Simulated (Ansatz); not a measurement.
H7Si4 (SMILES [SiH+]1[SiH2][SiH2][SiH2]1) (charge +1)

```xyz
11

Si   -1.1621    0.9998   -1.1464
Si    0.3257    2.3845   -2.2318
Si    1.1404    1.9274    0.0251
Si    0.0362   -0.2188    0.3991
H    -2.0959    1.8843   -0.3741
H     1.2519    1.7566   -3.2000
H    -0.2082    3.7268   -2.5509
H     2.5159    1.4597   -0.2868
H     0.9327    2.9789    1.0426
H    -0.6737   -0.4553    1.6753
H     0.9123   -1.2930   -0.1184
```

Geometry: B3LYP-D3(BJ)/def2-SVP.

Level of theory: Ansatz, isolated molecule in a Gaussian basis; Kohn-Sham density functional theory, functional PBE0.

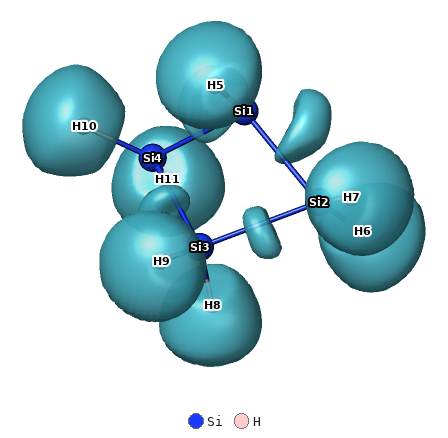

Figure 1. Isosurface of the ELF at 0.9 (cyan), seen at a tilt. Core shells and regions of very low density are left out.

Question: Identify the bonds, lone pairs and shells in this picture.

Answer: At this value the surface marks out two regions between bonded Si–Si atoms (shared pairs), seven regions around hydrogen nuclei and two regions on Si in which the atom's valence shell and bonds are merged.


Si–Si (2.30 Å): the ELF peaks at about 0.95 between the atoms; a shared electron pair. Si–H (1.48 Å): the ELF climbs to about 1 towards the hydrogen, as it does in any bond to H.

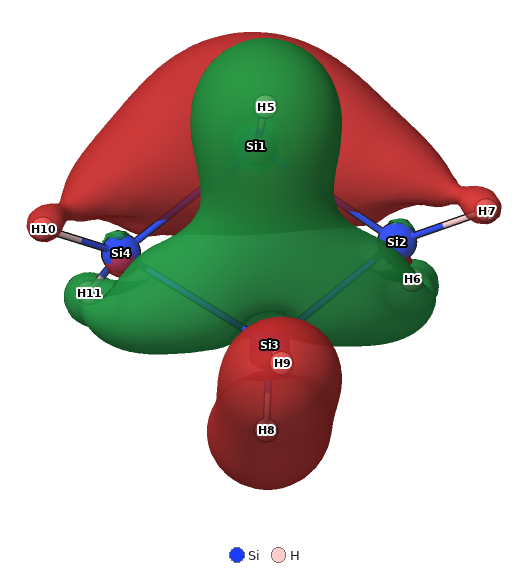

Figure 2. The HOMO−1 at ±0.08 Å⁻³ᐟ² (green and red are the two phases), seen at a tilt.

Question: What is the character of this orbital?

Answer: By Hirshfeld shares it lies mainly on Si1 (about 40 %), Si3 (about 15 %), Si2 (about 10 %), Si4 (about 10 %) and H5 (about 10 %). Its energy is −12.96 eV.

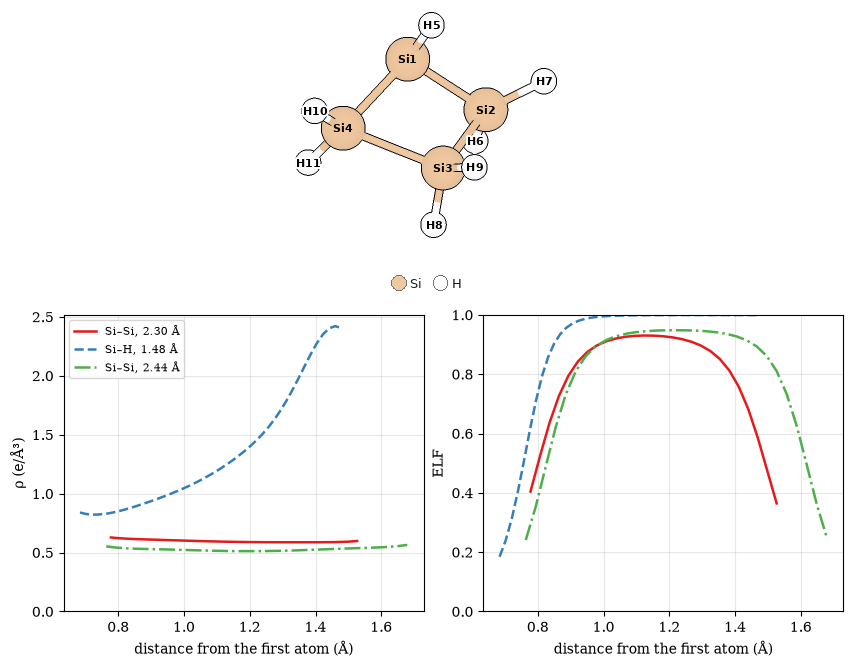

Figure 3. Electron density and ELF along straight lines between neighbouring atoms. The curves leave out the atomic cores. The structure is drawn too.

Question: Compare the contacts.

Answer: Si–Si (2.30 Å): ρ at the midpoint is about 0.59 e/Å³; the ELF peaks at about 0.95 between the atoms, as expected for a covalent bond.
Si–H (1.48 Å): the density is about 0.82 e/Å³ at the midpoint; the ELF climbs to about 1 towards the hydrogen.
Si–Si (2.44 Å): ρ is about 0.51 e/Å³ halfway; the ELF peaks at about 0.95 between the atoms: a shared electron pair.
